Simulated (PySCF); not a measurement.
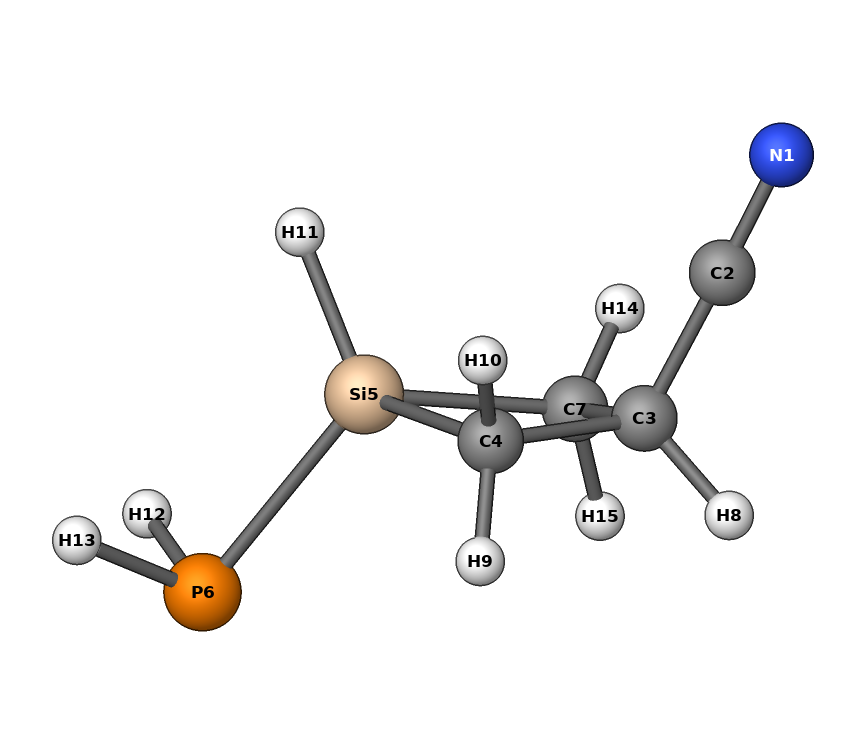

The questions are on Hirshfeld charges. The geometry was computed by an optimisation with GFN2-xTB. No frequency run is at hand to confirm it as a minimum. Level of theory: PBE0/pcSseg-1, gas phase (PySCF 2.14.0).

Give the Hirshfeld charges atom by atom.

```
atom  value (e)
  N1      −0.24
  C2       0.09
  C3       0.00
  C4      −0.16
 Si5       0.32
  P6      −0.01
  C7      −0.16
  H8       0.06
  H9       0.04
 H10       0.04
 H11      −0.07
 H12      −0.01
 H13      −0.01
 H14       0.04
 H15       0.04
```

The geometry is semi-empirical. Around P, Si such bond lengths and angles can be off by a tenth of an ångström or more and by several degrees, and values that hang on the shape move with them.
